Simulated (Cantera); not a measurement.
Input: 1 mol SiH2Cl2, 480 mol H2, held at 0.110 bar.

Cantera equilibrium calculation (NASA polynomials, part measured and part estimated; ideal gas, pure solids and liquids). Candidate condensed phases: Si; 19 gas species. The tables' values for SiCl are old estimates; treat these amounts as uncertain. Gases not in the tables: Si2H6 and higher silanes. The numbers say what is thermodynamically allowed, not how fast it happens.

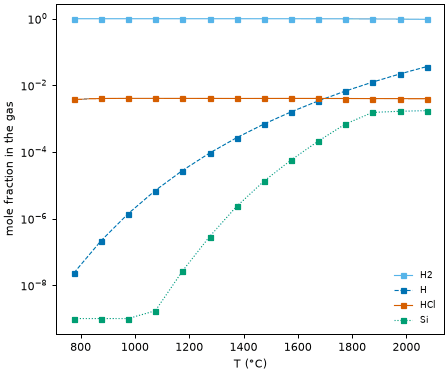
Fig. 1. Equilibrium gas composition (values under 1e-9 drawn at 1e-9)

From 775 °C to 1375 °C the condensed part is Si(s). From 1475 °C to 1775 °C the condensed part is Si(l). From 1875 °C to 2075 °C nothing is condensed. The main Si-bearing gas is SiHCl3 at 775 °C and Si at 2075 °C.
